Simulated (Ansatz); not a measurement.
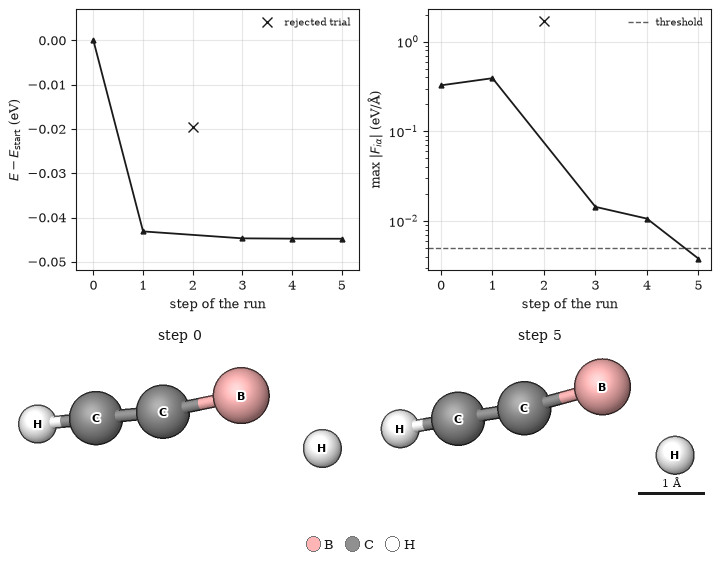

First and last geometry of a constrained relaxation of C2H2B (multiplicity 2), with the history of the run. The picture is a ball-and-stick view, seen at a tilt.

The calculation used UKS PBE0-D4/def2-TZVP (Ansatz).

Input file:
```yaml
crystal:
  periodic: [false, false, false]
  atoms:
    - {symbol: B, position_ang: [-0.995346, 0.879566, -0.399640]}
    - {symbol: C, position_ang: [0.031777, -0.008033, 0.102115]}
    - {symbol: C, position_ang: [0.878647, -0.714980, 0.626023]}
    - {symbol: H, position_ang: [-1.748087, 1.296745, -1.810934]}
    - {symbol: H, position_ang: [1.618086, -1.334175, 1.079486]}
basis:
  gaussian: {orbitals: def2-TZVP}
magnetization: {spin_polarized: true, initial_magnetization: 1}
hamiltonian: {xc: pbe0, dispersion: d4}
relax: {f_tol: 0.005, max_steps: 200, constraints: [{distance: [0, 3]}]}
```

What do the curves and the structures tell?

It converged. H4 moves most after the best rigid fit: 0.17 Å. Largest moves by element: H 0.17 Å, B 0.14 Å, C 0.06 Å. Among the contacts that change: B1–C2 1.447 → 1.465 Å, C2–C3 1.221 → 1.216 Å. Over 4 accepted moves (5 points after the start) the energy falls by 0.045 eV. Largest force component: 0.33 eV/Å at the start, 0.0038 eV/Å at the end. The line search rejected the trial step at point 2 of the run. The run took about 21 core-seconds on a shared host.

| step | E − E(0), eV | largest force component, eV/Å | note |
| --- | --- | --- | --- |
| 0 | 0.0000 | 0.3266 |  |
| 1 | -0.0431 | 0.3921 |  |
| 2 | -0.0194 | 1.7180 | rejected |
| 3 | -0.0447 | 0.0144 |  |
| 4 | -0.0448 | 0.0107 |  |
| 5 | -0.0448 | 0.0038 |  |
